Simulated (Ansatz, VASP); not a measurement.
# Cross-check of SnSe2 between VASP and Ansatz

Wanted: the spread between two codes on one cell, functional and k mesh.

Method: plane waves, with VASP 6.6.1 beside it; single point at PBEsol, in Ansatz 0.2.0.

### 1. Set-up

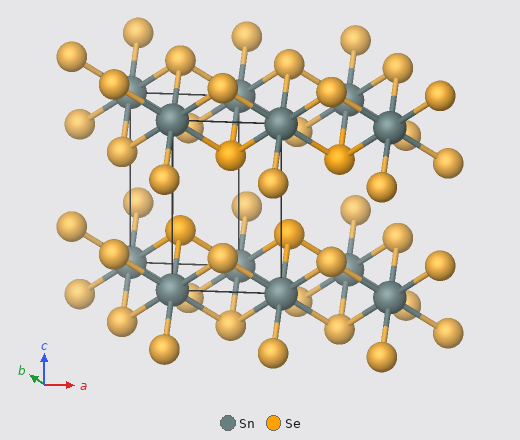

The cell as given, slightly off an axis (tin teal, selenium orange). 2×1×1 cells are drawn. Some periodic images of atoms are drawn too.

### 2. Ansatz: single point, PBEsol

Ansatz runs on its default PAW (the set named soft_2) files.

With cell and atoms fixed, the geometry can't cause a difference; cores, projectors, grids and the points listed under the comparison can.

Contents of input.yaml:

```yaml
crystal:
  lattice:
    - [3.8108, 0.0, 0.0]
    - [-1.9054, 3.3002496087, 0.0]
    - [0.0, 0.0, 6.141]
  atoms:
    - { symbol: Sn, position: [0.0, 0.0, 0.0] }
    - { symbol: Se, position: [0.6666666667, 0.3333333333, 0.7508] }
    - { symbol: Se, position: [0.3333333333, 0.6666666667, 0.2492] }
hamiltonian:
  xc: pbesol
  pseudopotentials: { kind: paw }
kpoints:
  mp_grid: { grid: [10, 10, 6] }
scf:
  occupations: { method: gaussian, width: 0.05 }
  n_extra_bands: 4
output:
  forces: true
  stress: true
  eigenvalues: true
```

On the command line:

```sh
$ ansatz run input.yaml --threads 2 --pin off --max-ram 4608MiB --backend cpu --events-out ev --progress --plain --runs-dir out
```

Numbers of over 12 decimals in the logs are rounded to 6 here.

The log of the run:

```text
scf.n_extra_bands = 4 over 23 filled bands (N_el = 46.0): the run solves 27 bands
Engine: ansatz 0.2.0, aarch64-unknown-linux-gnu
Pseudopotentials: kind: paw
Pseudopotential: Sn, paw, valence charge 14, recommended cutoff 420 eV (normal), Sn.paw.azcp
Pseudopotential: Se, paw, valence charge 16, recommended cutoff 420 eV (normal), Se.paw.azcp
Functional definition: PBEsol
  exchange = pbesol_x
  correlation = pbesol_c
Crystal: 3 atoms, lattice volume = 77.233 Å³
Basis set: ecut = 420 eV, 1509 PW (Γ), exchange–correlation on 54×54×90 points (8 copies of the dense FFT grid, shifted against one another)
Bands: 27, of which v1, the nominal top of the filled ones, is band 23 counted from 1 (22 counted from 0)
Symmetry: 12 space group operations
Space group: P-3m1 (ITA 164), of the structure as read, at distance tolerance 4.3e-5 Å
k-points: 72 of 600
Non-local potential: Sn, projectors of the file, l = 0: 2, l = 1: 2, l = 2: 2, l = 3: 2
Non-local potential: Se, projectors of the file, l = 0: 2, l = 1: 2, l = 2: 3, l = 3: 1
PAW form: soft (Blöchl's): semilocal exchange-correlation on the pseudo side does not see the compensation charge
PAW frozen core: Sn, regenerated for the run's functional, and the local potential with it (the file was generated under x = pbe(κ = 0.804, μ = 0.219515), c = pbe(β = 0.066725))
PAW frozen core: Se, regenerated for the run's functional, and the local potential with it (the file was generated under x = pbe(κ = 0.804, μ = 0.219515), c = pbe(β = 0.066725))
PAW one-centre angular grid: Sn, 590 points (default); XC on 64 Gauss nodes
PAW one-centre angular grid: Se, 590 points (default); XC on 64 Gauss nodes
Initial density: superposition of atomic densities (neutral atoms: chi_scale 0, normalization atom), corrected by the library's trained network
Initial wavefunctions: pseudopotential atomic-orbital guess
Functional: x = pbesol(κ = 0.804, μ = 0.123457), c = pbesol(β = 0.046)
SCF iter   1: F=—  HF=-16799.190339 eV  |F-HF|=—  |Δ(HF+E_count)|=         —  Δρ=2.29e-3  dr2=3.83e-3  ethr=1.77e-3  ⟨swp⟩=6.3  Hψ=8470  notcnv=0
preconditioner: auto → Resta (q_TF=auto, 2.503 Å⁻¹)  ε∞=2.9  [insulator: Δε(μ)=0.659 eV  Ē_g=15.646 eV  σ=0.050 eV  W_gap=1.00  n_scr=22 (ndim 8)  ℏωp=21.5 eV  f_vac=0.080  D(μ)=0.00/eV (n_scr^D=0)  ε∞_Penn≈2.9]
SCF iter   2: F=—  HF=-16799.187257 eV  |F-HF|=—  |Δ(HF+E_count)|=   3.08e-3  Δρ=1.11e-3  dr2=8.47e-4  ethr=8.32e-6  ⟨swp⟩=3.0  Hψ=4211  notcnv=0
SCF iter   3: F=—  HF=-16799.187226 eV  |F-HF|=—  |Δ(HF+E_count)|=   3.14e-5  Δρ=3.37e-4  dr2=7.58e-5  ethr=1.84e-6  ⟨swp⟩=2.0  Hψ=2880  notcnv=0
SCF iter   4: F=—  HF=-16799.187249 eV  |F-HF|=—  |Δ(HF+E_count)|=   2.31e-5  Δρ=1.15e-4  dr2=1.17e-5  ethr=1.65e-7  ⟨swp⟩=2.0  Hψ=2880  notcnv=0
SCF iter   5: F=—  HF=-16799.187256 eV  |F-HF|=—  |Δ(HF+E_count)|=   6.93e-6  Δρ=2.60e-5  dr2=7.18e-7  ethr=2.54e-8  ⟨swp⟩=2.3  Hψ=2545  notcnv=0
SCF iter   6: F=—  HF=-16799.187257 eV  |F-HF|=—  |Δ(HF+E_count)|=   8.09e-7  Δρ=1.00e-5  dr2=1.05e-7  ethr=2.17e-10  ⟨swp⟩=6.0  Hψ=9036  notcnv=0
SCF iter   7: F=-16799.187257 eV  HF=-16799.187257 eV  |F-HF|=1.32e-8  |Δ(HF+E_count)|=   2.03e-7  Δρ=2.37e-6  dr2=5.65e-9  ethr=2.17e-10  ⟨swp⟩=4.8  Hψ=6872  notcnv=0
SCF 1 converged in 7 iterations: F = -16799.187257 eV  dr2 = 5.65e-9
  greatest PAW one-centre occupation: 1.000 electrons in one spin orbital (limit 2), on the Se atom at site 2 (counted from 0), in its partial waves of l = 2
SCF converged after 7 iterations
Free energy (F): -16799.187257 eV
Harris-Foulkes:  -16799.187257 eV  (|F-HF|=1.32e-8)
Internal energy: -16799.187257 eV  (E = F + TS)
E sigma→0 (E₀):  -16799.187257 eV
Fermi energy:    8.342281 eV
--- Per-component energies (eV) ---
  E_band       = -864.521380
  E_kinetic    = 426.582090
  E_local      = -6107.779108  (includes V_loc(G=0)·N_el)
  E_nonlocal   = -1214.510683
  E_hartree    = 3125.106966
  E_xc         = -585.223707
  E_vxc        = -292.617965  (∫ρ·V_xc dr)
  E_paw        = -7805.514979  (= ΣΔE_a)
  E_vpaw       = 73.590039  (= ΣTr[D̂ρ^β])
  E_aug_tail   = -0.001224  (compensation charges beyond the density's cutoff)
  E_ewald      = -4640.148352
  E_core_change = 2.301741  (= ΣΔE_core)
  E_smearing   = -0.000000  (= −TS)
  E_closure    = -0.000000  (closes the sum)
  Σ components = -16799.187257   (vs F -16799.187257, Δ=0.00e0)
--- Forces (eV/Å), atoms counted from 1 ---
  atom   1  Sn     0.00000000     0.00000000     0.00000000
  atom   2  Se    -0.00000000    -0.00000000    -0.57762645
  atom   3  Se    -0.00000000     0.00000000     0.57762645
  max |Σ_I F_I| component: 1.85e-17 eV/Å
--- Stress (GPa, compression-positive) ---
        1.803363       0.000000       0.000000
        0.000000       1.803363       0.000000
        0.000000       0.000000       3.598616
  P = ⅓ Tr σ = 2.4018 GPa (24.018 kbar)
--- Band table (eV; the first three rows and the last of 72) ---
  k-point 0: bands = [... 19 lower, 7.2880, 7.5981, 7.5981, 7.9707, 8.9842, 10.8328, 12.5731, 12.5731]
  k-point 1: bands = [... 19 lower, 7.2588, 7.2782, 7.6430, 7.6430, 9.5333, 10.8385, 12.5022, 12.5022]
  k-point 2: bands = [... 19 lower, 7.2152, 7.2152, 7.7188, 7.7188, 10.1344, 10.8300, 12.3662, 12.3662]
  k-point 71: bands = [... 19 lower, 3.8265, 4.4482, 7.5033, 7.6417, 10.4253, 12.5043, 12.8483, 14.1553]
```

Run time: 8.4 s. Hardware: 2 threads of Arm Neoverse N1, shared host; peak memory 0.42 GiB.

The run ends at a pressure of 2.40 GPa, with forces up to 0.58 eV/Å.

### 3. VASP: single point, PBEsol

The same cell, functional, mesh and smearing now go to VASP, with its own data sets and cutoff.

Lines of VASP's logs that name or quote its potential files are left out, and so is its time.

Contents of INCAR:

```
SYSTEM = SnSe2
PREC = Accurate
ENCUT = 400
EDIFF = 1E-05
NELM = 100
ISMEAR = 0
SIGMA = 0.05
LREAL = .FALSE.
ALGO = Normal
GGA = PS
NBANDS = 19
LORBIT = 11
LWAVE = .FALSE.
LCHARG = .FALSE.
KPAR = 4
```

Contents of POSCAR:

```
SnSe2
1.0
    3.8108000000      0.0000000000      0.0000000000
   -1.9054000000      3.3002496087      0.0000000000
    0.0000000000      0.0000000000      6.1410000000
Sn Se
1 2
Direct
    0.0000000000      0.0000000000      0.0000000000
    0.6666666667      0.3333333333      0.7508000000
    0.3333333333      0.6666666667      0.2492000000
```

Contents of KPOINTS:

```
Automatic mesh
0
Gamma
10 10 6
0 0 0
```

The projector-augmented-wave data sets are Sn_d and Se (PBE family, release 64).

On the command line:

```sh
$ mpirun -np 4 vasp_std
```

The log of the run:

```text
[banner, memory and clock lines left out]
running    4 mpi-ranks, on    1 nodes
 distrk:  each k-point on    1 cores,    4 groups
 distr:  one band on    1 cores,    1 groups

 POSCAR found type information on POSCAR SnSe
 POSCAR found :  2 types and       3 ions
|                                                                             |
|               ----> ADVICE to this user running VASP <----                  |
|                                                                             |
|     You enforced a specific xc type in the INCAR file but a different       |
|     [... a line on the potential file left out ...]
|     I HOPE YOU KNOW WHAT YOU ARE DOING!                                     |
|                                                                             |

 LDA part: xc-table for (Slater+PW92), standard interpolation
 POSCAR, INCAR and KPOINTS ok, starting setup
 FFT: planning ... GRIDC
 FFT: planning ... GRID_SOFT
 FFT: planning ... GRID
 WAVECAR not read
 entering main loop
       N       E                     dE             d eps       ncg     rms          rms(c)
DAV:   1     0.180058168727E+03    0.18006E+03   -0.10706E+04  2779   0.130E+03
DAV:   2     0.673628696349E+01   -0.17332E+03   -0.16804E+03  2924   0.337E+02
DAV:   3    -0.126045416529E+02   -0.19341E+02   -0.18803E+02  3462   0.107E+02
DAV:   4    -0.132152212671E+02   -0.61068E+00   -0.60959E+00  3255   0.201E+01
DAV:   5    -0.132297715152E+02   -0.14550E-01   -0.14549E-01  3760   0.317E+00    0.520E+00
DAV:   6    -0.129767737845E+02    0.25300E+00   -0.46900E-01  4037   0.807E+00    0.329E+00
DAV:   7    -0.129463996133E+02    0.30374E-01   -0.16046E-01  3444   0.291E+00    0.882E-01
DAV:   8    -0.129442254300E+02    0.21742E-02   -0.12302E-02  3567   0.118E+00    0.267E-01
DAV:   9    -0.129442733912E+02   -0.47961E-04   -0.11915E-03  3021   0.255E-01    0.766E-02
DAV:  10    -0.129442773122E+02   -0.39210E-05   -0.90289E-05  3600   0.637E-02
   1 F= -.12944277E+02 E0= -.12944277E+02  d E =-.492920E-12
```

From OUTCAR (step 3):

```text
ion  position               nearest neighbor table
   1  0.000  0.000  0.000-   2 2.68   3 2.68   3 2.68   2 2.68   2 2.68   3 2.68
   2  0.667  0.333  0.751-   1 2.68   1 2.68   1 2.68
   3  0.333  0.667  0.249-   1 2.68   1 2.68   1 2.68

  LATTYP: Found a hexagonal cell.
 ALAT       =     3.8108000000
 C/A-ratio  =     1.6114726567

 Subroutine GETGRP returns: Found 12 space group operations
 (whereof 12 operations were pure point group operations)

The static configuration has the point symmetry D_3d.

 Found     72 irreducible k-points:

   k-points           NKPTS =     72   k-points in BZ     NKDIM =     72   number of bands    NBANDS=     19

   dimension x,y,z NGX =    28 NGY =   28 NGZ =   40
   dimension x,y,z NGXF=    56 NGYF=   56 NGZF=   80

   ENCUT  =  400.0 eV  29.40 Ry    5.42 a.u.   6.21  6.21 10.01*2*pi/ulx,y,z

   NELECT =      26.0000    total number of electrons

 k-points in reciprocal lattice and weights: Automatic mesh
   0.00000000  0.00000000  0.00000000       0.002
   0.10000000  0.00000000  0.00000000       0.010
   0.20000000  0.00000000  0.00000000       0.010
   0.30000000 -0.00000000  0.00000000       0.010
   0.40000000  0.00000000  0.00000000       0.010
   0.50000000  0.00000000  0.00000000       0.005
   0.10000000  0.10000000  0.00000000       0.010
   0.20000000  0.10000000  0.00000000       0.020
   0.30000000  0.10000000  0.00000000       0.020
[...]
0.40000000  0.20000000  0.50000000       0.010
   0.30000000  0.30000000  0.50000000       0.010

 average (electrostatic) potential at core
       1-102.4865       2 -53.3057       3 -53.3057

 E-fermi :   4.3057

 k-point     1 :       0.0000    0.0000    0.0000
  band No.  band energies     occupation
    ...
      9       3.3498      2.00000
     10       3.3498      2.00000
     11       3.6625      2.00000
     12       3.6625      2.00000
     13       4.0433      2.00000
     14       5.0434      0.00000
     15       6.8873      0.00000
     16       8.6284      0.00000
     17       8.6284      0.00000
     18      12.0727      0.00000
    ...

 k-point     2 :       0.1000    0.0000    0.0000
  band No.  band energies     occupation
    ...
      9       2.2610      2.00000
     10       2.9216      2.00000
     11       3.1377      2.00000
     12       3.8743      2.00000
     13       4.0638      2.00000
     14       5.8707      0.00000
     15       7.4705      0.00000
     16       8.3559      0.00000
     17       8.8353      0.00000
     18      11.9191      0.00000
    ...

 k-point     3 :       0.2000    0.0000    0.0000
  band No.  band energies     occupation
    ...
      9       0.9060      2.00000
     10       2.1319      2.00000
     11       2.3220      2.00000
     12       3.9455      2.00000
     13       3.9573      2.00000
     14       6.2694      0.00000
     15       7.7299      0.00000
     16       9.1929      0.00000
     17       9.2532      0.00000
     18      10.8916      0.00000
    ...

  Total        0.9454614      0.9454614      1.8298696     -0.0000000     -0.0000000      0.0000000
  in kB       19.6133754     19.6133754     37.9602172     -0.0000000     -0.0000000      0.0000000
  external PRESSURE =      25.7289893 kB  Pullay stress =       0.0000000 kB

  energy-cutoff  :      400.00
  volume of cell :       77.23
      direct lattice vectors                 reciprocal lattice vectors
     3.810800000  0.000000000  0.000000000     0.262412092  0.151503692  0.000000000
    -1.905400000  3.300249609  0.000000000     0.000000000  0.303007384  0.000000000
     0.000000000  0.000000000  6.141000000     0.000000000  0.000000000  0.162839928

 POSITION                                       TOTAL-FORCE (eV/Angst)
 -----------------------------------------------------------------------------------
      0.00000      0.00000      0.00000        -0.000000      0.000000      0.000000
      1.90540      1.10008      4.61066         0.000000      0.000000     -0.600957
     -0.00000      2.20017      1.53034        -0.000000     -0.000000      0.600957
 -----------------------------------------------------------------------------------
    total drift:                               -0.000000      0.000000      0.000000

  FREE ENERGIE OF THE ION-ELECTRON SYSTEM (eV)
  ---------------------------------------------------
  free  energy   TOTEN  =       -12.9442773122 eV

  energy  without entropy=      -12.9442773122  energy(sigma->0) =      -12.94427731

 total charge
# of ion       s       p       d       tot
------------------------------------------
    1        1.054   1.070  10.117  12.240
    2        1.486   2.316   0.030   3.831
    3        1.486   2.316   0.030   3.831
--------------------------------------------------
tot          4.025   5.702  10.176  19.903

[... 3 further parts left out ...]
```

The run ends at a pressure of 2.57 GPa, with forces up to 0.60 eV/Å.

### 4. Comparison

Known differences besides the PAW data sets themselves: the data sets hold 46 valence electrons in Ansatz (default PAW (the set named soft_2) files) and 26 in VASP; the cutoff is 420 eV in Ansatz and 400 eV in VASP; Ansatz makes its cores anew for this functional, VASP keeps those of its PBE data sets; VASP leaves aspherical gradient terms in its spheres out (LASPH is not set), Ansatz keeps them. Total energies have different zeros and are not compared.

Compared:

| quantity | Ansatz | VASP | difference |
| --- | --- | --- | --- |
| pressure (GPa) | 2.40 | 2.57 | -0.17 |
| gap on the k mesh (eV) | 0.661 | 0.653 | +0.009 |

Forces (eV/Å; atoms numbered as in POSCAR):

| atom | Ansatz x, y, z | VASP x, y, z |
| --- | --- | --- |
| Sn1 | 0.000, 0.000, 0.000 | 0.000, 0.000, 0.000 |
| Se2 | 0.000, 0.000, -0.578 | 0.000, 0.000, -0.601 |
| Se3 | 0.000, 0.000, 0.578 | 0.000, 0.000, 0.601 |

The forces differ by 11 meV/Å r.m.s., which is 3.9 % of the r.m.s. force of 0.28 eV/Å (both taken over all components). Ansatz's pressure holds a Pulay correction of 0.04 GPa; VASP's holds none.

### 5. Summary of results

```yaml
r_m_s_force_difference_single_point_pbesol: 3.9 % of the r.m.s. force
```

**Reading.** The r.m.s. force difference is 3.9 % of the r.m.s. force (single point, PBEsol), beyond the 3 % picked in this series as the mark of a large difference. 1 further run on this material is not shown. How closely two codes agree says nothing of how well the functional describes the real material.

[Lines on the potential files, build, host, timing and source positions are cut from VASP's logs without a mark.]

[Logs are printed without paths, hosts, clocks, repeated set-up lines and the standing remarks that a program may print on its own settings, such as how far it seeks lower states.]

[Hosts, paths, dates, database ids (printed as entryN), source tags and the programs' standing remarks are cut or masked in the printed files.]
